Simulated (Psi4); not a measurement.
## C₃H₃AsN (charge −1): interaction calculation (part 1 of 2)

The run: interaction calculation of C₃H₃AsN, charge −1, SMILES [AsH3].[C-]#CC#N. Method and program: B3LYP/cc-pVTZ, RKS, dispersion D3(BJ) (Psi4 1.11).

The geometry comes from this level: GFN2-xTB.

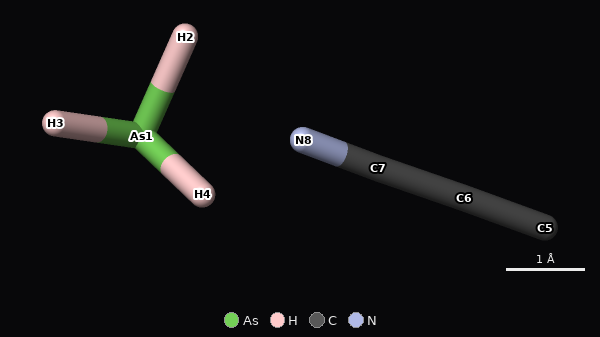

*The input geometry (stick view, seen at a tilt; atoms are numbered from 1 in the order of the input).*

Input (calc.py)
```python
import psi4

psi4.set_memory(1600000000)
psi4.set_num_threads(1)
psi4.core.set_output_file('run.log', False)

geom = psi4.geometry("""
0 1
As    -1.585270     0.704980     0.980490
H     -0.845400     0.147120     2.139230
H     -2.895540     0.608020     1.871860
H     -1.910750    -0.660300     0.496970
--
-1 1
C      3.138310    -0.642820    -2.654120
C      2.266900    -0.348550    -1.806660
C      1.321380    -0.038180    -0.915090
N      0.510370     0.229730    -0.112670
units angstrom
symmetry c1
no_reorient
no_com
""")

options = {'basis': 'cc-pVTZ', 'df_basis_scf': 'def2-universal-jkfit'}
psi4.set_options(options)

e_tot = psi4.energy('b3lyp-d3(bj)', bsse_type='cp', molecule=geom)
print(f'b3lyp-d3(bj) energy: {e_tot:.10f} Eh')
for k, v in sorted(psi4.core.scalar_variables().items()):
    print(f'{k:45s} {v:18.10f}')
```

Launched with:
```bash
python calc.py
```

Output
```
Psi4 1.11 release

   => Loading Basis Set <=

    Name: CC-PVTZ
    Role: ORBITAL
    Keyword: BASIS

   => B3LYP-D3(BJ): Empirical Dispersion <=

        s6 =       1.000000
        s8 =       1.988900
        a1 =       0.398100
        a2 =       4.421100

         ---------------------------------------------------------
                                   SCF
                              RKS Reference
                        1 Threads,   1525 MiB Core
         ---------------------------------------------------------

  ==> Geometry <==

    Molecular point group: c1
    Full point group: C1

    Geometry (in Bohr), charge = -1, multiplicity = 1:

       Center              X                  Y                   Z               Mass
    ------------   -----------------  -----------------  -----------------  -----------------
      Gh(AS)         -2.995726134904     1.332219123925     1.852857568750    74.921594570000
      Gh(H)          -1.597574466462     0.278016507577     4.042558819363     1.007825032230
      Gh(H)          -5.471777585308     1.148991278801     3.537302745199     1.007825032230
      Gh(H)          -3.610794194218    -1.247786160640     0.939137192569     1.007825032230
         C            5.930546396786    -1.214753747967    -5.015559904100    12.000000000000
         C            4.283820153800    -0.658664041028    -3.414092601820    12.000000000000
         C            2.497046307658    -0.072149743470    -1.729269480145    12.000000000000
         N            0.964459522650     0.434126782801    -0.212915442555    14.003074004430

  Running in c1 symmetry.

  Rotational constants: A =      0.98527  B =      0.02584  C =      0.02551 [cm^-1]
  Rotational constants: A =  29537.56535  B =    774.58864  C =    764.80561 [MHz]
  Nuclear repulsion =   70.595629158132510

  Charge       = -1
  Multiplicity = 1
  Electrons    = 26
  Nalpha       = 13
  Nbeta        = 13

  ==> Algorithm <==

  SCF Algorithm Type is DF.
  DIIS enabled.
  MOM disabled.
  Fractional occupation disabled.
  Guess Type is SAD.
  Energy threshold   = 1.00e-06
  Density threshold  = 1.00e-06
  Integral threshold = 1.00e-12

  ==> Primary Basis <==

  Basis Set: CC-PVTZ
    Blend: CC-PVTZ
    Number of shells: 73
    Number of basis functions: 205
    Number of Cartesian functions: 234
    Spherical Harmonics?: true
    Max angular momentum: 3

  ==> DFT Potential <==

   => LibXC <=

    Version 7.1.2

   => Composite Functional: B3LYP-D3BJ2B <=

    B3LYP-d3bj2b Hyb-GGA Exchange-Correlation Functional

    Deriv               =              1
    GGA                 =           TRUE
    Meta                =          FALSE

    Exchange Hybrid     =           TRUE
    MP2 Hybrid          =          FALSE

   => Exchange Functionals <=

    0.0800   Slater exchange
    0.7200         Becke 88

   => Exact (HF) Exchange <=

    0.2000               HF

   => Correlation Functionals <=

    0.1900   Vosko, Wilk & Nusair (VWN5_RPA)
    0.8100   Lee, Yang & Parr

   => LibXC Density Thresholds  <==

    XC_HYB_GGA_XC_B3LYP:  1.00E-15

   => Molecular Quadrature <=

    Radial Scheme          =       TREUTLER
    Pruning Scheme         =           NONE
    Nuclear Scheme         =       TREUTLER

    Blocking Scheme        =         OCTREE
    BS radius alpha        =              1
    Pruning alpha          =              1
    Radial Points          =             75
    Spherical Points       =            302
    Total Points           =         173398
    Total Blocks           =           1337
    Max Points             =            256
    Max Functions          =            187
    Weights Tolerance      =       1.00E-15

   => Loading Basis Set <=

    Name: DEF2-UNIVERSAL-JKFIT
    Role: JKFIT
    Keyword: DF_BASIS_SCF

  ==> Integral Setup <==

  DFHelper Memory: AOs need 0.187 GiB; user supplied 0.435 GiB.
  SCF_SUBTYPE=INCORE selected. In-core MEM_DF algorithm will be used.
  Using in-core AOs.

  ==> MemDFJK: Density-Fitted J/K Matrices <==

    J tasked:                   Yes
    K tasked:                   Yes
    wK tasked:                   No
    Memory [MiB]:               445
    Algorithm:                 Core
    Schwarz Cutoff:           1E-12
    Mask sparsity (%):      10.8935
    Fitting Condition:        1E-10

   => Auxiliary Basis Set <=

  Basis Set: DEF2-UNIVERSAL-JKFIT
    Blend: DEF2-UNIVERSAL-JKFIT
    Number of shells: 178
    Number of basis functions: 622
    Number of Cartesian functions: 791
    Spherical Harmonics?: true
    Max angular momentum: 5

  Cached 100.0% of DFT collocation blocks in 0.683 [GiB].

  Minimum eigenvalue in the overlap matrix is 8.7394930912E-05.
  Reciprocal condition number of the overlap matrix is 1.6410751887E-05.
    Using symmetric orthogonalization.

  ==> Pre-Iterations <==

  SCF Guess: Superposition of Atomic Densities via on-the-fly atomic UHF (no occupation information).

   -------------------------
    Irrep   Nso     Nmo
   -------------------------
     A        205     205
   -------------------------
    Total     205     205
   -------------------------

  ==> Iterations <==

                           Total Energy        Delta E     RMS |[F,P]|

   @DF-RKS iter SAD:  -168.16234665814608   -1.68162e+02   0.00000e+00
   @DF-RKS iter   1:  -168.76390843506846   -6.01562e-01   3.77316e-03 ADIIS/DIIS
   @DF-RKS iter   2:  -168.75822912344978    5.67931e-03   3.75279e-03 ADIIS/DIIS
   @DF-RKS iter   3:  -169.06317257417012   -3.04943e-01   7.47209e-04 ADIIS/DIIS
   @DF-RKS iter   4:  -169.06718870225200   -4.01613e-03   5.49270e-04 ADIIS/DIIS
   @DF-RKS iter   5:  -169.07343997518717   -6.25127e-03   1.34783e-04 ADIIS/DIIS
   @DF-RKS iter   6:  -169.07383656231329   -3.96587e-04   3.06011e-05 DIIS
   @DF-RKS iter   7:  -169.07385353039791   -1.69681e-05   1.64201e-05 DIIS
   @DF-RKS iter   8:  -169.07385865017903   -5.11978e-06   4.57608e-07 DIIS
   @DF-RKS iter   9:  -169.07385865407014   -3.89110e-09   1.12185e-07 DIIS
  Energy and wave function converged.

  ==> Post-Iterations <==

   Electrons on quadrature grid:
      Ntotal   =   25.9999956326 ; deviation = -4.367e-06

    Orbital Energies [Eh]
    ---------------------

    Doubly Occupied:

       1A    -14.129733     2A    -10.040451     3A     -9.968733
       4A     -9.961474     5A     -0.722934     6A     -0.562328
       7A     -0.435619     8A     -0.198395     9A     -0.194727
      10A     -0.194698    11A     -0.076213    12A     -0.068445
      13A     -0.068429

    Virtual:

      14A      0.162162    15A      0.162905    16A      0.171076
      17A      0.254163    18A      0.256408    19A      0.265766
      20A      0.319670    21A      0.336667    22A      0.360006
      23A      0.361209    24A      0.370851    25A      0.391032
      26A      0.404029    27A      0.434320    28A      0.461964
      29A      0.467348    30A      0.524784    31A      0.538485
      32A      0.541430    33A      0.625678    34A      0.631713
      35A      0.650174    36A      0.683933    37A      0.694486
      38A      0.699256    39A      0.733202    40A      0.733661
      41A      0.747521    42A      0.761530    43A      0.768102
      44A      0.812323    45A      0.815113    46A      0.843520
      47A      0.878267    48A      0.879460    49A      0.893506
      50A      0.920713    51A      0.928825    52A      0.959238
      53A      1.032954    54A      1.039315    55A      1.054475
      56A      1.084008    57A      1.093728    58A      1.128485
      59A      1.138239    60A      1.148822    61A      1.177373
      62A      1.201419    63A      1.222780    64A      1.241330
      65A      1.287146    66A      1.358068    67A      1.378813
      68A      1.402101    69A      1.432853    70A      1.440269
      71A      1.464585    72A      1.489279    73A      1.500290
      74A      1.515304    75A      1.636855    76A      1.664371
      77A      1.708164    78A      1.721175    79A      1.803219
      80A      1.860542    81A      1.874649    82A      1.908082
      83A      1.997405    84A      2.141492    85A      2.153455
      86A      2.179491    87A      2.190247    88A      2.230632
      89A      2.256430    90A      2.279523    91A      2.292660
      92A      2.297321    93A      2.339100    94A      2.341978
      95A      2.367417    96A      2.380210    97A      2.389379
      98A      2.418430    99A      2.457361   100A      2.458840
     101A      2.504810   102A      2.580679   103A      2.585969
     104A      2.650052   105A      2.654447   106A      2.672178
     107A      2.672300   108A      2.675032   109A      2.811522
     110A      2.871767   111A      2.871814   112A      2.902621
     113A      2.940988   114A      2.948857   115A      2.977187
     116A      2.978317   117A      2.987407   118A      3.011749
     119A      3.060171   120A      3.062937   121A      3.098839
     122A      3.100130   123A      3.172684   124A      3.172718
     125A      3.188083   126A      3.251932   127A      3.307888
     128A      3.308131   129A      3.376293   130A      3.376582
     131A      3.447929   132A      3.468224   133A      3.558952
     134A      3.559255   135A      3.598839   136A      3.671989
     137A      3.803326   138A      3.818788   139A      3.830704
     140A      3.842565   141A      3.891117   142A      3.895570
     143A      3.982789   144A      4.003299   145A      4.008482
     146A      4.065175   147A      4.143963   148A      4.149704
     149A      4.155206   150A      4.181700   151A      4.211200
     152A      4.278151   153A      4.288429   154A      4.294597
     155A      4.304900   156A      4.474815   157A      4.569390
     158A      4.607093   159A      4.639700   160A      4.663485
     161A      4.700575   162A      4.727975   163A      4.744893
     164A      4.802385   165A      4.809193   166A      4.829598
     167A      4.892334   168A      4.904322   169A      4.909645
     170A      4.924162   171A      4.992757   172A      5.026854
     173A      5.113340   174A      5.118857   175A      5.156169
     176A      5.208777   177A      5.239663   178A      5.333063
     179A      5.656215   180A      5.657930   181A      5.771118
     182A      5.821167   183A      5.994324   184A      6.054122
     185A      6.283062   186A      6.480374   187A      6.484881
     188A      6.934039   189A      8.868841   190A     11.494161
     191A     11.541579   192A     11.637079   193A     12.171434
     194A     14.224869   195A     15.401013   196A     20.791167
     197A     20.806631   198A     20.855359   199A     21.824664
     200A     21.912246   201A     39.687025   202A    120.491433
     203A    120.555827   204A    120.781057   205A    627.834111

    Final Occupation by Irrep:
              A
    DOCC [    13 ]
    NA   [    13 ]
    NB   [    13 ]

  @DF-RKS Final Energy:  -169.07385865407014

   => Energetics <=

    Nuclear Repulsion Energy =             70.5956291581325104
    One-Electron Energy =                -372.5382934439355154
    Two-Electron Energy =                 151.6920920575527134
    DFT Exchange-Correlation Energy =     -18.8186316186093485
    Empirical Dispersion Energy =          -0.0046548072105000
    VV10 Nonlocal Energy =                  0.0000000000000000
    Total Energy =                       -169.0738586540701363

Computation Completed

Properties will be evaluated at   0.000000,   0.000000,   0.000000 [a0]

Properties computed using the SCF density matrix

 Multipole Moments:

 ------------------------------------------------------------------------------------
     Multipole            Electronic (a.u.)      Nuclear  (a.u.)        Total (a.u.)
 ------------------------------------------------------------------------------------

 L = 1.  Multiply by 2.5417464519 to convert [e a0] to [Debye]
 Dipole X            :        -86.9777193           83.0196938           -3.9580255
 Dipole Y            :          9.2013345           -8.6345177            0.5668168
 Dipole Z            :         65.5654665          -62.4439400            3.1215265
 Magnitude           :                                                    5.0725906

 ------------------------------------------------------------------------------------

	total time  =         13 seconds =       0.22 minutes

    Psi4 run time: 0:00:12.79

    -----------------------------------------------------------------------
                               Psi4 1.11 release

    h
    h
    h

    -----------------------------------------------------------------------

    Memory:     1.5 GiB
    Threads:    1
                ecpint, einsums, f̶o̶r̶t̶e̶, gauxc, gcp, g̶d̶m̶a̶, geometric, g̶p̶u̶_̶d̶f̶c̶c̶,
                i̶n̶t̶e̶g̶r̶a̶t̶o̶r̶x̶x̶, i̶p̶i̶, libefp, m̶d̶i̶, m̶p̶2̶d̶, m̶r̶c̶c̶, ooo,
                o̶p̶e̶n̶f̶e̶r̶m̶i̶o̶n̶p̶s̶i̶4̶, pcmsolver, p̶s̶i̶4̶f̶o̶c̶k̶c̶i̶, p̶s̶i̶x̶a̶s̶,
                p̶y̶e̶i̶n̶s̶u̶m̶s̶, r̶e̶s̶p̶, s̶i̶m̶i̶n̶t̶, s̶n̶s̶m̶p̶2̶,
                v̶2̶r̶d̶m̶_̶c̶a̶s̶s̶c̶f̶

  ==> Geometry <==

    Molecular point group: c1
    Full point group: C1

    Geometry (in Bohr), charge = 0, multiplicity = 1:
```
